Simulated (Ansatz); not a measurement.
## Fields on a plane of Sn4Pd (space group Ccce)

```
Sn4Pd
1.0
    3.19027    -5.66833     0.00000
    3.19027     5.66833     0.00000
    0.00000     0.00000     6.33501
Sn Pd
8 2
Direct
  0.20545   0.45777   0.33108
  0.79455   0.54223   0.33108
  0.45777   0.20545   0.66892
  0.54223   0.79455   0.66892
  0.29455   0.04223   0.16892
  0.70545   0.95777   0.16892
  0.04223   0.29455   0.83108
  0.95777   0.70545   0.83108
  0.50000   0.50000   0.00000
  0.00000   0.00000   0.50000
```

The slice is a (010) plane (indices of the conventional cell) through the point (0.500, 0.500, 0.000) (fractional), spanned by u = [001] and v = [110] in vectors of this cell: u (6.34 Å) and v (6.38 Å, at 90° to u). It covers one period; positions are fractions (u, v).

Atoms on it: Pd at (0.00, 0.00); Pd at (0.50, 0.50).

All values below come from LDA (plane waves to 420 eV, PAW, scalar-relativistic; Ansatz, an electronic-structure program). k mesh 9×9×8. Near the nuclei the fields are pseudised (PAW); where an atom keeps semicore shells as valence, they peak there. Sn4Pd is run without spin polarisation. Sn4Pd was relaxed with its symmetry unable to fall.

```
v \ u  0.00  0.09  0.19  0.28  0.38  0.47  0.56  0.66  0.75  0.84  0.94
-----  ----  ----  ----  ----  ----  ----  ----  ----  ----  ----  ----
0.94      x  0.50  0.24  0.26  0.19  0.16  0.16  0.21  0.28  0.26  0.54
0.84   0.30  0.23  0.31  0.28  0.23  0.20  0.21  0.25  0.30  0.28  0.25
0.75   0.28  0.30  0.30  0.30  0.30  0.28  0.29  0.30  0.29  0.30  0.29
0.66   0.19  0.22  0.26  0.32  0.25  0.29  0.25  0.28  0.30  0.25  0.21
0.56   0.16  0.17  0.23  0.27  0.38     x  0.54  0.26  0.28  0.20  0.16
0.47   0.16  0.16  0.22  0.26  0.44     x     x  0.29  0.27  0.19  0.16
0.38   0.17  0.20  0.25  0.31  0.24  0.44  0.38  0.25  0.30  0.23  0.19
0.28   0.26  0.28  0.28  0.31  0.31  0.27  0.28  0.32  0.30  0.28  0.27
0.19   0.23  0.26  0.32  0.28  0.25  0.23  0.24  0.26  0.30  0.31  0.24
0.09   0.55  0.41  0.26  0.27  0.20  0.17  0.17  0.22  0.29  0.23  0.50
0.00      x  0.55  0.23  0.25  0.17  0.16  0.16  0.19  0.27  0.31     x
```

Values: electron localisation function (ELF). Points within 0.5 Å of a nucleus are blanked (x), as the pseudised field means little there.

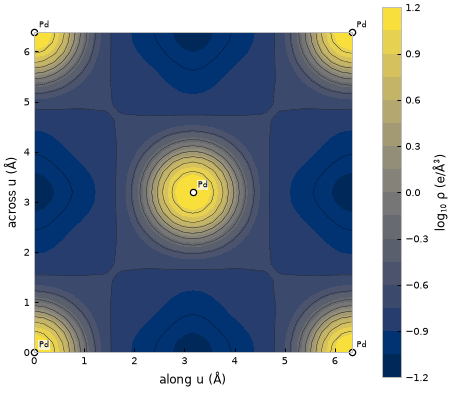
*Log₁₀ of the valence density in e/Å³, one period of the plane, atoms marked. The scale is logarithmic, as a density can span decades between atoms and voids.*
